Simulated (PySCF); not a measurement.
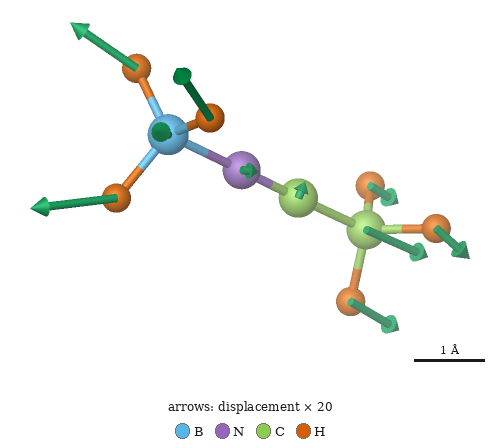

A relaxation of C₂H₆BN. The starting structure is drawn; green arrows show the displacements, magnified 20 times. The two geometries are superimposed by the best rigid fit.

Style: ball-and-stick. Shown from a free direction.

The start comes from GFN2-xTB. Its atoms were then displaced at random by about 0.01 Å.

Theory: PBE0-D3(BJ)/def2-SVP geometry optimisation, gas phase (PySCF). 

Describe the change and its energy.

Answer. The atom that moves furthest after the best rigid fit is an H atom (0.073 Å). Largest moves by element: H 0.073 Å, C 0.066 Å, B 0.035 Å, N 0.014 Å. Near-neighbour distances that change, for instance: C–C 1.381 → 1.447 Å, B–H 1.174 → 1.224 Å, B–N 1.491 → 1.532 Å, B–H 1.204 → 1.224 Å. Bond angles that change, for instance: H–B–H 115.6° → 112.8°, H–C–H 106.6° → 109.0°, N–B–H 103.7° → 105.9°. After 6 geometry steps the energy has fallen by 17.6 kJ/mol. Cost: 14 s on 1 thread of Arm Neoverse V1, with other jobs on the host.
